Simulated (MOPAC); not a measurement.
Geometry relaxation, with input and output: CH4GeOS (part 2 of 2)

CH4GeOS; PM3, closed shell (MOPAC 23.2.5). The atoms were displaced at random from an optimised geometry.

Geometry of the input (Å):
```
C  -0.2384  0.9746  0.0733
O  -0.7350  0.0690  0.9814
Ge -0.5457  -1.7090  1.1514
S  0.8503  -2.1997  -0.5907
H  0.8841  1.0046  0.0870
H  -0.5404  0.7579  -0.9552
H  -0.5887  1.9770  0.3224
H  0.9831  -0.9632  -1.1064
```

## Trajectory as extended XYZ, continued
```
8
Properties=species:S:1:pos:R:3:forces:R:3 step=4 energy=-2.05102
C    -0.2378    0.9619    0.0858    0.1686   0.4602  -0.2001
O    -0.7604    0.0847    0.9981   -0.1454   0.0935   0.1251
Ge   -0.5551   -1.6791    1.1619   -0.0240   0.0042   0.0360
S     0.8869   -2.2345   -0.6341    0.1147  -0.0044  -0.1672
H     0.8678    0.9938    0.1108   -0.2089  -0.0803   0.0595
H    -0.5472    0.7430   -0.9538   -0.0219  -0.0162   0.2665
H    -0.6038    1.9664    0.3547    0.0042  -0.1914  -0.0446
H     0.9938   -1.0032   -1.1179    0.1127  -0.2656  -0.0752
8
Properties=species:S:1:pos:R:3:forces:R:3 step=6 energy=-2.07320
C    -0.2389    0.9684    0.0920   -0.1238   0.3165   0.4544
O    -0.7777    0.1020    1.0101   -0.0215  -0.1601   0.0799
Ge   -0.5539   -1.6681    1.1583    0.0697   0.1127  -0.1130
S     0.9014   -2.2540   -0.6453   -0.0755  -0.0147   0.0875
H     0.8551    0.9805    0.1325    0.1189  -0.0129   0.0360
H    -0.5544    0.7312   -0.9196   -0.1388  -0.0950  -0.3649
H    -0.6151    1.9654    0.3611    0.0571  -0.0422  -0.0666
H     1.0059   -1.0520   -1.1554    0.1138  -0.1044  -0.1133
8
Properties=species:S:1:pos:R:3:forces:R:3 step=7 energy=-2.08631
C    -0.2492    0.9794    0.1087    0.0989  -0.4233   0.0437
O    -0.7904    0.1102    1.0279    0.0310   0.0873  -0.0523
Ge   -0.5471   -1.6543    1.1437    0.0278  -0.0979   0.0077
S     0.9077   -2.2753   -0.6433   -0.0728   0.0368   0.0584
H     0.8513    0.9686    0.1503   -0.1036   0.0702   0.0188
H    -0.5621    0.7197   -0.9108   -0.0201   0.0306  -0.0375
H    -0.6233    1.9649    0.3596   -0.0656   0.3697   0.0610
H     1.0183   -1.0961   -1.1972    0.1043  -0.0734  -0.0996
8
Properties=species:S:1:pos:R:3:forces:R:3 step=9 energy=-2.09641
C    -0.2555    0.9782    0.1250   -0.1065   0.1456  -0.0725
O    -0.8030    0.1190    1.0417   -0.0460   0.0340   0.0723
Ge   -0.5417   -1.6426    1.1320   -0.0059  -0.1893   0.0890
S     0.9132   -2.2898   -0.6390   -0.0401   0.0350  -0.0062
H     0.8401    0.9649    0.1759    0.0120   0.0707  -0.0027
H    -0.5698    0.7132   -0.8928    0.0268   0.0268  -0.0448
H    -0.6302    1.9848    0.3556    0.0916  -0.0816   0.0055
H     1.0391   -1.1539   -1.2726    0.0681  -0.0411  -0.0407
8
Properties=species:S:1:pos:R:3:forces:R:3 step=10 energy=-2.09874
C    -0.2578    0.9808    0.1246   -0.0432   0.1012   0.0128
O    -0.8040    0.1219    1.0453   -0.0177  -0.0427   0.0067
Ge   -0.5418   -1.6444    1.1315   -0.0233  -0.0258   0.0769
S     0.9139   -2.2901   -0.6373   -0.0229   0.0123  -0.0303
H     0.8394    0.9690    0.1820   -0.0446   0.0599  -0.0356
H    -0.5694    0.7152   -0.8945    0.0333   0.0279  -0.0111
H    -0.6281    1.9893    0.3554    0.0679  -0.1033  -0.0052
H     1.0463   -1.1682   -1.2950    0.0505  -0.0296  -0.0143
8
Properties=species:S:1:pos:R:3:forces:R:3 step=12 energy=-2.10076
C    -0.2591    0.9844    0.1246    0.0101  -0.0171   0.0013
O    -0.8036    0.1194    1.0420   -0.0038  -0.0062  -0.0135
Ge   -0.5440   -1.6470    1.1357    0.0203   0.0193   0.0051
S     0.9144   -2.2880   -0.6374   -0.0289  -0.0313  -0.0081
H     0.8377    0.9814    0.1782    0.0017   0.0079  -0.0121
H    -0.5652    0.7234   -0.8975    0.0037   0.0243  -0.0011
H    -0.6225    1.9897    0.3611   -0.0300   0.0066   0.0185
H     1.0567   -1.1811   -1.3165    0.0269  -0.0034   0.0099
8
Properties=species:S:1:pos:R:3:forces:R:3 step=13 energy=-2.10103
C    -0.2596    0.9853    0.1251    0.0192  -0.0144  -0.0054
O    -0.8044    0.1186    1.0404   -0.0004   0.0046  -0.0099
Ge   -0.5437   -1.6467    1.1363    0.0283  -0.0002  -0.0033
S     0.9142   -2.2890   -0.6375   -0.0306  -0.0328  -0.0029
H     0.8374    0.9843    0.1762    0.0064  -0.0026   0.0013
H    -0.5643    0.7266   -0.8979   -0.0085   0.0254  -0.0035
H    -0.6227    1.9893    0.3659   -0.0381   0.0212   0.0113
H     1.0597   -1.1837   -1.3184    0.0236  -0.0012   0.0124
8
Properties=species:S:1:pos:R:3:forces:R:3 step=14 energy=-2.10146
C    -0.2604    0.9877    0.1261    0.0232   0.0001  -0.0111
O    -0.8064    0.1176    1.0372    0.0073   0.0130  -0.0036
Ge   -0.5423   -1.6461    1.1368    0.0314  -0.0262  -0.0070
S     0.9133   -2.2919   -0.6377   -0.0280  -0.0334  -0.0007
H     0.8369    0.9887    0.1742    0.0051  -0.0125   0.0193
H    -0.5634    0.7337   -0.8983   -0.0226   0.0272  -0.0060
H    -0.6245    1.9891    0.3750   -0.0358   0.0298  -0.0050
H     1.0657   -1.1880   -1.3192    0.0194   0.0019   0.0140
8
Properties=species:S:1:pos:R:3:forces:R:3 step=16 energy=-2.10287
C    -0.2645    1.0021    0.1309   -0.0129   0.0345  -0.0085
O    -0.8157    0.1141    1.0207    0.0342   0.0069   0.0071
Ge   -0.5330   -1.6443    1.1383    0.0047  -0.0432  -0.0026
S     0.9065   -2.3088   -0.6392   -0.0017  -0.0235  -0.0063
H     0.8334    1.0044    0.1803   -0.0280  -0.0098   0.0332
H    -0.5640    0.7728   -0.9005   -0.0204   0.0159   0.0053
H    -0.6384    1.9945    0.4056    0.0170   0.0125  -0.0376
H     1.0937   -1.2040   -1.3092    0.0072   0.0068   0.0096
8
Properties=species:S:1:pos:R:3:forces:R:3 step=17 energy=-2.10324
C    -0.2656    1.0051    0.1317   -0.0116   0.0219  -0.0055
O    -0.8166    0.1138    1.0183    0.0264   0.0013   0.0094
Ge   -0.5313   -1.6444    1.1385   -0.0024  -0.0260  -0.0032
S     0.9053   -2.3121   -0.6398    0.0011  -0.0186  -0.0065
H     0.8320    1.0062    0.1852   -0.0296  -0.0007   0.0175
H    -0.5649    0.7798   -0.9006   -0.0092   0.0041   0.0028
H    -0.6407    1.9971    0.4061    0.0188   0.0119  -0.0220
H     1.0981   -1.2058   -1.3056    0.0064   0.0060   0.0076
8
Properties=species:S:1:pos:R:3:forces:R:3 step=19 energy=-2.10356
C    -0.2675    1.0081    0.1319   -0.0056  -0.0016   0.0018
O    -0.8156    0.1139    1.0178    0.0118  -0.0001   0.0037
Ge   -0.5302   -1.6450    1.1384   -0.0091   0.0033  -0.0059
S     0.9044   -2.3152   -0.6407   -0.0012  -0.0064  -0.0039
H     0.8292    1.0083    0.1910   -0.0095   0.0092  -0.0065
H    -0.5660    0.7846   -0.9010    0.0005  -0.0099   0.0020
H    -0.6418    2.0015    0.4023    0.0050   0.0045   0.0047
H     1.1013   -1.2049   -1.2990    0.0081   0.0011   0.0040
8
Properties=species:S:1:pos:R:3:forces:R:3 step=20 energy=-2.10360
C    -0.2678    1.0081    0.1318   -0.0004   0.0023   0.0015
O    -0.8150    0.1141    1.0185    0.0126   0.0020   0.0020
Ge   -0.5305   -1.6449    1.1381   -0.0079  -0.0015  -0.0048
S     0.9046   -2.3154   -0.6407   -0.0029  -0.0040  -0.0028
H     0.8288    1.0091    0.1893   -0.0032   0.0054  -0.0007
H    -0.5659    0.7834   -0.9009   -0.0074  -0.0052   0.0028
H    -0.6413    2.0017    0.4028    0.0003   0.0009  -0.0014
H     1.1014   -1.2046   -1.2982    0.0089   0.0002   0.0033
8
Properties=species:S:1:pos:R:3:forces:R:3 step=22 energy=-2.10369
C    -0.2697    1.0098    0.1322    0.0109   0.0025   0.0006
O    -0.8134    0.1146    1.0196    0.0112   0.0039   0.0006
Ge   -0.5304   -1.6449    1.1370   -0.0098  -0.0032  -0.0015
S     0.9046   -2.3179   -0.6409   -0.0058   0.0031   0.0006
H     0.8268    1.0133    0.1876    0.0118  -0.0001   0.0034
H    -0.5673    0.7835   -0.9002   -0.0170   0.0004   0.0015
H    -0.6422    2.0036    0.4039   -0.0119  -0.0063  -0.0045
H     1.1054   -1.2053   -1.2937    0.0105  -0.0002  -0.0006
8
Properties=species:S:1:pos:R:3:forces:R:3 step=23 energy=-2.10376
C    -0.2715    1.0120    0.1326    0.0168  -0.0006  -0.0002
O    -0.8111    0.1152    1.0209    0.0101   0.0035   0.0016
Ge   -0.5304   -1.6449    1.1358   -0.0127   0.0000   0.0020
S     0.9042   -2.3209   -0.6412   -0.0069   0.0075   0.0030
H     0.8249    1.0187    0.1864    0.0184  -0.0042   0.0012
H    -0.5704    0.7843   -0.8991   -0.0167   0.0025  -0.0010
H    -0.6447    2.0056    0.4043   -0.0204  -0.0097  -0.0018
H     1.1117   -1.2067   -1.2886    0.0114   0.0011  -0.0047
8
Properties=species:S:1:pos:R:3:forces:R:3 step=24 energy=-2.10392
C    -0.2741    1.0150    0.1327    0.0175  -0.0059  -0.0010
O    -0.8049    0.1164    1.0244    0.0106   0.0025   0.0032
Ge   -0.5315   -1.6452    1.1335   -0.0152   0.0068   0.0074
S     0.9037   -2.3247   -0.6413   -0.0068   0.0107   0.0035
H     0.8225    1.0288    0.1824    0.0149  -0.0122  -0.0041
H    -0.5778    0.7836   -0.8966   -0.0059   0.0051  -0.0041
H    -0.6507    2.0075    0.4037   -0.0265  -0.0103   0.0038
H     1.1238   -1.2085   -1.2803    0.0115   0.0033  -0.0086
8
Properties=species:S:1:pos:R:3:forces:R:3 step=26 energy=-2.10424
C    -0.2742    1.0144    0.1308   -0.0088  -0.0007  -0.0011
O    -0.7945    0.1175    1.0306    0.0118  -0.0001   0.0056
Ge   -0.5358   -1.6464    1.1316   -0.0043   0.0060   0.0049
S     0.9039   -2.3232   -0.6405   -0.0040   0.0021  -0.0026
H     0.8231    1.0358    0.1719   -0.0110  -0.0131  -0.0045
H    -0.5875    0.7771   -0.8945    0.0141   0.0023  -0.0029
H    -0.6590    2.0040    0.4008   -0.0046   0.0002   0.0027
H     1.1354   -1.2068   -1.2758    0.0069   0.0034  -0.0023
8
Properties=species:S:1:pos:R:3:forces:R:3 step=27 energy=-2.10429
C    -0.2741    1.0131    0.1300   -0.0030   0.0003   0.0020
O    -0.7930    0.1175    1.0317    0.0037   0.0028   0.0010
Ge   -0.5368   -1.6466    1.1318    0.0010  -0.0004   0.0021
S     0.9043   -2.3214   -0.6403   -0.0050   0.0027  -0.0041
H     0.8232    1.0332    0.1696   -0.0044  -0.0052   0.0002
H    -0.5865    0.7754   -0.8955    0.0024  -0.0005  -0.0006
H    -0.6587    2.0027    0.4002   -0.0008   0.0005  -0.0020
H     1.1342   -1.2048   -1.2767    0.0060  -0.0002   0.0013
8
Properties=species:S:1:pos:R:3:forces:R:3 step=29 energy=-2.10432
C    -0.2759    1.0144    0.1295   -0.0015  -0.0011   0.0000
O    -0.7874    0.1184    1.0349   -0.0046   0.0005   0.0004
Ge   -0.5383   -1.6470    1.1304    0.0039   0.0013   0.0018
S     0.9040   -2.3229   -0.6404   -0.0056   0.0030  -0.0032
H     0.8212    1.0377    0.1650    0.0003  -0.0004   0.0006
H    -0.5910    0.7743   -0.8946    0.0005  -0.0028   0.0007
H    -0.6635    2.0030    0.3995    0.0023  -0.0011  -0.0010
H     1.1436   -1.2050   -1.2709    0.0048   0.0006   0.0007
8
Properties=species:S:1:pos:R:3:forces:R:3 step=30 energy=-2.10432
C    -0.2760    1.0145    0.1295   -0.0012  -0.0009  -0.0007
O    -0.7873    0.1184    1.0350   -0.0053   0.0000   0.0012
Ge   -0.5382   -1.6469    1.1303    0.0034   0.0012   0.0022
S     0.9039   -2.3230   -0.6405   -0.0055   0.0022  -0.0028
H     0.8211    1.0379    0.1650    0.0009  -0.0005   0.0003
H    -0.5911    0.7742   -0.8945    0.0009  -0.0027   0.0003
H    -0.6637    2.0030    0.3994    0.0020  -0.0008  -0.0006
H     1.1443   -1.2052   -1.2705    0.0048   0.0016   0.0000
8
Properties=species:S:1:pos:R:3:forces:R:3 step=32 energy=-2.10436
C    -0.2763    1.0138    0.1297    0.0012  -0.0002  -0.0027
O    -0.7888    0.1186    1.0351   -0.0064  -0.0024   0.0052
Ge   -0.5373   -1.6464    1.1305   -0.0018  -0.0009   0.0051
S     0.9025   -2.3231   -0.6415   -0.0022  -0.0043  -0.0007
H     0.8207    1.0368    0.1673    0.0048   0.0004  -0.0033
H    -0.5902    0.7728   -0.8945    0.0021  -0.0030  -0.0018
H    -0.6636    2.0029    0.3979   -0.0015   0.0027   0.0019
H     1.1501   -1.2055   -1.2678    0.0039   0.0077  -0.0037
8
Properties=species:S:1:pos:R:3:forces:R:3 step=33 energy=-2.10439
C    -0.2760    1.0112    0.1279   -0.0005  -0.0045   0.0055
O    -0.7852    0.1193    1.0389   -0.0006   0.0030  -0.0074
Ge   -0.5392   -1.6469    1.1306    0.0034   0.0012   0.0001
S     0.9016   -2.3203   -0.6424   -0.0004   0.0028  -0.0036
H     0.8213    1.0362    0.1620   -0.0028   0.0003   0.0024
H    -0.5912    0.7648   -0.8948   -0.0007   0.0002   0.0035
H    -0.6647    2.0005    0.3932    0.0023   0.0003  -0.0031
H     1.1579   -1.1994   -1.2619   -0.0006  -0.0034   0.0026
8
Properties=species:S:1:pos:R:3:forces:R:3 step=35 energy=-2.10441
C    -0.2755    1.0110    0.1285    0.0004   0.0002  -0.0003
O    -0.7890    0.1189    1.0367   -0.0012  -0.0003   0.0008
Ge   -0.5377   -1.6464    1.1314   -0.0002  -0.0006   0.0003
S     0.9011   -2.3204   -0.6429   -0.0002  -0.0006  -0.0001
H     0.8217    1.0338    0.1662    0.0007  -0.0001  -0.0001
H    -0.5886    0.7663   -0.8951    0.0008  -0.0001  -0.0001
H    -0.6626    2.0010    0.3933   -0.0005   0.0004   0.0000
H     1.1561   -1.2003   -1.2633    0.0003   0.0012  -0.0006
8
Properties=species:S:1:pos:R:3:forces:R:3 step=36 energy=-2.10441
C    -0.2751    1.0105    0.1285    0.0000   0.0004  -0.0005
O    -0.7898    0.1188    1.0365    0.0001  -0.0005   0.0010
Ge   -0.5375   -1.6463    1.1317   -0.0007  -0.0003  -0.0003
S     0.9009   -2.3199   -0.6432    0.0000  -0.0004   0.0002
H     0.8220    1.0327    0.1669    0.0006   0.0000  -0.0001
H    -0.5878    0.7657   -0.8953    0.0007  -0.0001  -0.0004
H    -0.6619    2.0009    0.3927   -0.0007   0.0001   0.0004
H     1.1557   -1.1997   -1.2634    0.0001   0.0006  -0.0004
```

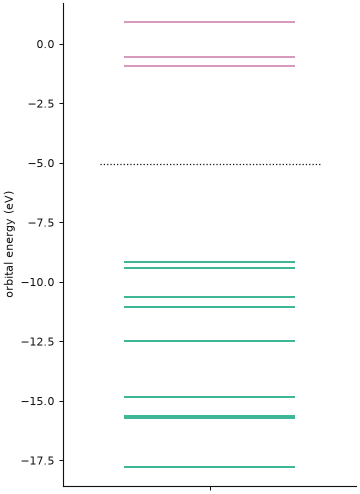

Orbital energies near the frontier; the dotted line parts filled from empty levels, and levels within 0.02 eV of each other stand side by side. Highest filled −9.17 eV, lowest empty −0.92 eV, 8.25 eV apart.

## Key numbers

| quantity | value |
| --- | --- |
| outcome | converged |
| total energy | −27.496955 hartree |
| dispersion energy | 0.000000 hartree |
| heat of formation | −48.53 kcal/mol |
| basis functions | 20 |
| largest force | 0.001 eV/Å |
| HOMO | −9.16 eV |
| LUMO | −0.92 eV |
| dipole moment | 2.53 D |
| peak memory | 0.074 GiB |

MOPAC's energies along a path are heats of formation.
